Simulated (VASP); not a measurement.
Band structure of FeI₂ (space group P-3m1). These are LDA (Ceperley-Alder, Perdew-Zunger), VASP's LDA PAW potentials (set 64) (plane waves; VASP 6.6.1) values and carry that method's errors.

The run has a spin-polarised start. Unless said otherwise, spin-orbit coupling is left out, though it shifts the bands of the heavy elements here.

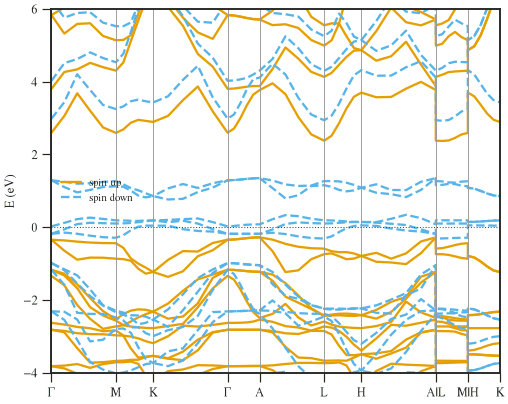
*Bands along high-symmetry lines, zero at the valence-band maximum or, without a gap, the Fermi level*

Task: Read the plot: is there a gap, and where are the band edges?

Result: It has no gap at this level: it comes out as a metal or semimetal.

The structure comes from a computed database's FeI2 entry (P-3m1); how it stands against other phases isn't given here. The cell was not relaxed at this level.
